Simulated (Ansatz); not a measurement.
## Geometry relaxation, with input and output: CH9BSi (part 2 of 2)

Continued. System: CH9BSi. Method: RKS PBE0/def2-SVP (Ansatz 0.2.0). It belongs to a series of runs on one base structure; here: end point A relaxed.

Geometry of the input (Å):
```
B  -0.0124  0.1852  0.4221
C  0.1022  0.6381  1.9355
H  -0.8277  0.5261  2.5119
H  0.9376  0.1785  2.4840
H  0.3168  1.7252  1.8987
H  0.9867  -0.0727  -0.2161
H  -1.0597  0.3098  -0.1744
Si -0.3892  -2.9124  0.7787
H  -0.8526  -3.1801  -0.6104
H  0.9743  -3.4712  0.9971
H  -1.3491  -3.4720  1.7734
H  -0.3244  -1.4494  1.0109
```

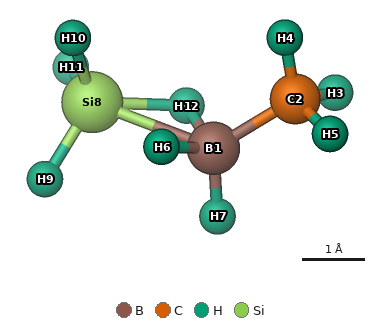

The geometry at step 13 of the log (ball-and-stick view, seen at a tilt; atoms are numbered from 1 in the order of the input).

**Trajectory as extended XYZ, continued**
```
12
Properties=species:S:1:pos:R:3:forces:R:3 step=6 energy=-9726.73556
B    -0.0242    0.0962    0.5374   -0.0362  -0.1463  -0.1499
C     0.1312    0.7385    1.9558    0.0039   0.0892   0.1180
H    -0.7775    0.7346    2.5761    0.0097  -0.0073  -0.0090
H     0.9864    0.3761    2.5442    0.0073  -0.0136   0.0081
H     0.3438    1.8030    1.7300    0.0080   0.0364   0.0080
H     0.9608   -0.2166   -0.1036   -0.0159  -0.0184   0.0089
H    -1.0690    0.1953   -0.0743    0.0146   0.0234   0.0084
Si   -0.4047   -2.9700    0.7169   -0.0053   0.0521  -0.0448
H    -0.8166   -3.1268   -0.7066    0.0146   0.0000   0.0392
H     0.9788   -3.4743    0.9382   -0.0035   0.0023   0.0015
H    -1.3691   -3.6501    1.6318    0.0247   0.0121  -0.0287
H    -0.4373   -1.5008    1.0656   -0.0220  -0.0300   0.0403
12
Properties=species:S:1:pos:R:3:forces:R:3 step=7 energy=-9726.74469
B    -0.0538    0.0116    0.5716   -0.1074  -0.2686  -0.1754
C     0.1461    0.7343    1.9418   -0.0377   0.4336   0.2229
H    -0.7500    0.8242    2.5838    0.1492  -0.0481  -0.1515
H     1.0009    0.3953    2.5445    0.0045  -0.0384  -0.0073
H     0.3955    1.7725    1.6169   -0.0382  -0.1403   0.1087
H     0.9141   -0.3491   -0.0714    0.0002  -0.0712   0.0276
H    -1.0929    0.1303   -0.0439   -0.0184   0.0373   0.0041
Si   -0.3993   -2.9296    0.7164   -0.2208   0.2207  -0.0405
H    -0.7434   -2.9631   -0.7450    0.0469  -0.0041   0.2657
H     1.0033   -3.3740    0.9494   -0.0304   0.0083   0.0208
H    -1.3705   -3.7616    1.5229    0.2292   0.2046  -0.1879
H    -0.5476   -1.4857    1.2246    0.0231  -0.3337  -0.0872
12
Properties=species:S:1:pos:R:3:forces:R:3 step=8 energy=-9726.76316
B    -0.0712   -0.0201    0.5795   -0.1010  -0.2795  -0.0827
C     0.1494    0.7313    1.9368    0.0212   0.3258   0.1162
H    -0.7414    0.8427    2.5780    0.0753  -0.0391  -0.0926
H     0.9989    0.3832    2.5424   -0.0019  -0.0306  -0.0108
H     0.4155    1.7587    1.5988   -0.0290  -0.0970   0.0896
H     0.8904   -0.4066   -0.0592   -0.0044  -0.0491   0.0087
H    -1.1104    0.1079   -0.0347   -0.0024   0.0410  -0.0055
Si   -0.3876   -2.9026    0.7098   -0.2208   0.1461  -0.0183
H    -0.7239   -2.9170   -0.7514    0.0628  -0.0021   0.2340
H     1.0143   -3.3382    0.9627   -0.0316   0.0212  -0.0026
H    -1.3593   -3.7518    1.4927    0.1996   0.1618  -0.1621
H    -0.5723   -1.4824    1.2561    0.0321  -0.1984  -0.0739
12
Properties=species:S:1:pos:R:3:forces:R:3 step=9 energy=-9726.81849
B    -0.1229   -0.1504    0.6105   -0.0064  -0.1006   0.1671
C     0.1581    0.7071    1.9212    0.1073  -0.0396  -0.1790
H    -0.7215    0.8641    2.5615   -0.0296  -0.0077   0.0147
H     0.9945    0.3401    2.5357   -0.0207   0.0053   0.0080
H     0.4579    1.7083    1.5511   -0.0213  -0.0634   0.0217
H     0.8247   -0.5909   -0.0241   -0.0432   0.0314  -0.0104
H    -1.1488    0.0315   -0.0113    0.0081   0.0383  -0.0795
Si   -0.3708   -2.7902    0.7035    0.1703  -0.1656  -0.2319
H    -0.6593   -2.7878   -0.7560   -0.0221   0.0270   0.0739
H     1.0333   -3.1998    0.9838   -0.0385   0.0434   0.0364
H    -1.3196   -3.7054    1.4182    0.0326   0.1405  -0.0031
H    -0.6231   -1.4215    1.3174   -0.1366   0.0908   0.1821
12
Properties=species:S:1:pos:R:3:forces:R:3 step=10 energy=-9726.87228
B    -0.1860   -0.3210    0.6524   -0.6689   0.6452   0.3804
C     0.1685    0.6421    1.8960    0.0813  -0.2172  -0.2425
H    -0.6982    0.8533    2.5404    0.0004   0.0011   0.0179
H     0.9931    0.2683    2.5234   -0.0195   0.0192   0.0335
H     0.4970    1.6125    1.4817   -0.0181  -0.0638  -0.0161
H     0.7456   -0.7530    0.0055    0.1487  -0.2122  -0.0560
H    -1.1688   -0.0143   -0.0303    0.3186  -0.2169   0.1877
Si   -0.3176   -2.6654    0.6793    0.3379  -0.0344  -0.2496
H    -0.6075   -2.6280   -0.7696   -0.0335  -0.1799  -0.0642
H     1.0859   -3.0197    1.0308   -0.1030  -0.0753  -0.0035
H    -1.2689   -3.5868    1.3708   -0.0260  -0.0312   0.0449
H    -0.7406   -1.3830    1.4311   -0.0179   0.3653  -0.0326
12
Properties=species:S:1:pos:R:3:forces:R:3 step=11 energy=-9726.82463 accepted=F
B    -0.2836   -0.4102    0.7046    1.5041   0.7234   0.6926
C     0.1657    0.5911    1.8972    0.1766  -0.0933  -0.2240
H    -0.6812    0.8648    2.5525    0.0997  -0.0631  -0.1028
H     0.9721    0.1846    2.5295   -0.0392   0.0367   0.0211
H     0.5412    1.5295    1.4521   -0.0198  -0.0727   0.0416
H     0.6684   -0.8977    0.0316   -0.4352   0.2631   0.3232
H    -1.1443   -0.0557    0.0233   -1.1119   0.4426  -1.0852
Si   -0.2515   -2.5330    0.6100    0.3565  -0.3147  -0.1269
H    -0.5772   -2.6949   -0.8320    0.0680  -0.1136   0.0409
H     1.1285   -2.8910    1.0471   -0.0705  -0.1681  -0.0736
H    -1.1885   -3.4081    1.3789   -0.1105  -0.0870   0.0599
H    -0.8472   -1.2743    1.4167   -0.4176  -0.5533   0.4332
12
Properties=species:S:1:pos:R:3:forces:R:3 step=12 energy=-9726.93381
B    -0.2470   -0.3209    0.6908    0.0195  -0.1515   0.0739
C     0.1737    0.6358    1.9024    0.0315   0.0022  -0.0390
H    -0.6799    0.8764    2.5569    0.0559   0.0184  -0.0039
H     0.9918    0.2440    2.5273   -0.0239   0.0012  -0.0033
H     0.5226    1.5902    1.4706   -0.0042  -0.0379   0.0236
H     0.6875   -0.8123    0.0480   -0.0031   0.0259  -0.0266
H    -1.1759   -0.0041   -0.0267    0.0104  -0.0591   0.0010
Si   -0.2691   -2.6170    0.6377   -0.0189   0.1388  -0.0354
H    -0.5844   -2.7113   -0.8103    0.0539  -0.0027   0.0281
H     1.1057   -3.0231    1.0320    0.0045   0.0553  -0.0254
H    -1.2258   -3.5161    1.3655   -0.0014  -0.0023   0.0148
H    -0.7967   -1.3365    1.4172   -0.1242   0.0117  -0.0077
12
Properties=species:S:1:pos:R:3:forces:R:3 step=13 energy=-9726.95517
B    -0.2900   -0.3623    0.7214   -0.0892   0.1330   0.0403
C     0.1849    0.6138    1.9005   -0.0164   0.0351  -0.0252
H    -0.6526    0.8952    2.5615    0.0727  -0.0042  -0.0349
H     0.9929    0.2072    2.5288   -0.0136  -0.0158  -0.0104
H     0.5596    1.5485    1.4498    0.0051  -0.0402   0.0192
H     0.6439   -0.8599    0.0701   -0.0811   0.0077   0.0201
H    -1.1869   -0.0228   -0.0273    0.0475   0.0108   0.0161
Si   -0.2495   -2.5576    0.6179    0.0391  -0.1677   0.0020
H    -0.5403   -2.7268   -0.8306    0.0266   0.0240   0.0386
H     1.1230   -2.9442    1.0373    0.0250  -0.0164   0.0081
H    -1.1922   -3.4721    1.3564    0.0203   0.0432  -0.0217
H    -0.8902   -1.3137    1.4257   -0.0362  -0.0095  -0.0522
12
Properties=species:S:1:pos:R:3:forces:R:3 step=14 energy=-9726.97327
B    -0.3810   -0.3543    0.7255    0.1158   0.2352  -0.0025
C     0.2027    0.5721    1.8928   -0.0018   0.0619   0.0608
H    -0.5957    0.9160    2.5743    0.1110  -0.0155  -0.0423
H     0.9847    0.0858    2.5017   -0.0684   0.0368  -0.0324
H     0.6524    1.4767    1.4452   -0.0347  -0.0871   0.0426
H     0.5203   -0.8582    0.0268   -0.0369   0.0037   0.0271
H    -1.2460    0.0615   -0.0221    0.0280  -0.0825   0.0277
Si   -0.2082   -2.5267    0.6337   -0.0660  -0.0974  -0.0726
H    -0.4230   -2.7596   -0.8199   -0.0034  -0.0706   0.0337
H     1.1573   -2.8518    1.1292    0.0183   0.0798  -0.0083
H    -1.1369   -3.4617    1.3633    0.0093   0.0437  -0.0098
H    -1.0242   -1.2946    1.3608   -0.0710  -0.1081  -0.0241
12
Properties=species:S:1:pos:R:3:forces:R:3 step=15 energy=-9726.98025
B    -0.4326   -0.3302    0.7202    0.1478  -0.0073   0.0002
C     0.2150    0.5398    1.8997    0.0626   0.0495   0.1112
H    -0.5567    0.9349    2.5875    0.1547  -0.0745  -0.0711
H     0.9630   -0.0153    2.5019   -0.1851   0.1350  -0.0998
H     0.7357    1.4188    1.4679   -0.1172  -0.2022   0.0650
H     0.4440   -0.8439   -0.0041   -0.0049  -0.0091  -0.0804
H    -1.2716    0.1297   -0.0270   -0.0225  -0.0413   0.0204
Si   -0.1955   -2.5158    0.6305    0.1037   0.1650   0.0816
H    -0.3721   -2.8581   -0.8106    0.0151   0.0412   0.0768
H     1.1876   -2.7159    1.1682   -0.1478   0.0051  -0.0715
H    -1.0863   -3.4470    1.4003   -0.0174  -0.0419   0.0176
H    -1.1279   -1.2918    1.2771    0.0110  -0.0192  -0.0499
12
Properties=species:S:1:pos:R:3:forces:R:3 step=16 energy=-9726.98739
B    -0.4168   -0.3269    0.7085    0.1110  -0.0219   0.0492
C     0.2119    0.5378    1.9003    0.0521   0.0391   0.0294
H    -0.5626    0.9229    2.5865    0.0776  -0.0443  -0.0440
H     0.9582   -0.0116    2.5039   -0.1027   0.0726  -0.0629
H     0.7265    1.4196    1.4750   -0.0589  -0.1076   0.0462
H     0.4545   -0.8410   -0.0218   -0.0126   0.0299  -0.0185
H    -1.2716    0.1200   -0.0271   -0.0210  -0.0074   0.0018
Si   -0.1974   -2.5114    0.6398   -0.0350   0.0493   0.0361
H    -0.3808   -2.8438   -0.7971   -0.0065   0.0012  -0.0153
H     1.1793   -2.7248    1.1607    0.0147   0.0105   0.0064
H    -1.0889   -3.4465    1.4081   -0.0014  -0.0128   0.0152
H    -1.1098   -1.2890    1.2748   -0.0172  -0.0087  -0.0436
12
Properties=species:S:1:pos:R:3:forces:R:3 step=17 energy=-9726.99109
B    -0.4152   -0.3184    0.6937    0.0685  -0.0195   0.0431
C     0.2138    0.5218    1.9013    0.0304   0.0138  -0.0222
H    -0.5563    0.9034    2.5906    0.0105  -0.0157  -0.0103
H     0.9507   -0.0407    2.4995   -0.0348   0.0256  -0.0268
H     0.7372    1.4023    1.4909   -0.0197  -0.0358   0.0206
H     0.4426   -0.8295   -0.0525   -0.0151   0.0315   0.0088
H    -1.2768    0.1379   -0.0289   -0.0060   0.0093   0.0023
Si   -0.1968   -2.5030    0.6511   -0.0317  -0.0199   0.0023
H    -0.3769   -2.8560   -0.7822   -0.0056  -0.0058   0.0051
H     1.1822   -2.6894    1.1752    0.0211   0.0124   0.0034
H    -1.0726   -3.4421    1.4364    0.0060   0.0200  -0.0015
H    -1.1296   -1.2810    1.2364   -0.0238  -0.0160  -0.0248
12
Properties=species:S:1:pos:R:3:forces:R:3 step=18 energy=-9726.99323
B    -0.4145   -0.3097    0.6767   -0.0422  -0.0045   0.0449
C     0.2166    0.4989    1.9030    0.0002  -0.0198  -0.0420
H    -0.5501    0.8710    2.5986   -0.0344   0.0086   0.0171
H     0.9456   -0.0803    2.4911    0.0216  -0.0106   0.0087
H     0.7478    1.3818    1.5136    0.0091   0.0170  -0.0047
H     0.4262   -0.8117   -0.0883    0.0172  -0.0111  -0.0088
H    -1.2771    0.1699   -0.0316    0.0110   0.0036   0.0100
Si   -0.1929   -2.4940    0.6631   -0.0284  -0.0134   0.0137
H    -0.3730   -2.8861   -0.7593    0.0024  -0.0036  -0.0080
H     1.1910   -2.6387    1.1878    0.0103  -0.0015  -0.0018
H    -1.0528   -3.4207    1.4790    0.0135   0.0026  -0.0017
H    -1.1642   -1.2751    1.1778    0.0196   0.0327  -0.0274
12
Properties=species:S:1:pos:R:3:forces:R:3 step=19 energy=-9726.99349
B    -0.4148   -0.3072    0.6730    0.0096   0.0067  -0.0074
C     0.2169    0.4923    1.9042   -0.0047  -0.0189  -0.0154
H    -0.5512    0.8591    2.6019   -0.0153   0.0055   0.0091
H     0.9463   -0.0907    2.4886    0.0129  -0.0049   0.0068
H     0.7483    1.3783    1.5214    0.0034   0.0109  -0.0050
H     0.4237   -0.8111   -0.0957   -0.0123   0.0043   0.0070
H    -1.2720    0.1834   -0.0336    0.0015   0.0026  -0.0016
Si   -0.1953   -2.4915    0.6668    0.0264  -0.0014  -0.0021
H    -0.3747   -2.8979   -0.7524   -0.0059   0.0050   0.0047
H     1.1929   -2.6238    1.1852    0.0009  -0.0077   0.0001
H    -1.0411   -3.4182    1.4961   -0.0097   0.0172  -0.0003
H    -1.1766   -1.2674    1.1558   -0.0066  -0.0192   0.0041
```

**Key numbers**

```csv
quantity,value
outcome,converged
total energy,−9726.9935 eV
mean-field energy,−9726.9935 eV
largest force (length of the vector) at the end,0.026 eV/Å
wall time,31 s (CPU time 59 s)
peak memory,0.16 GiB
```
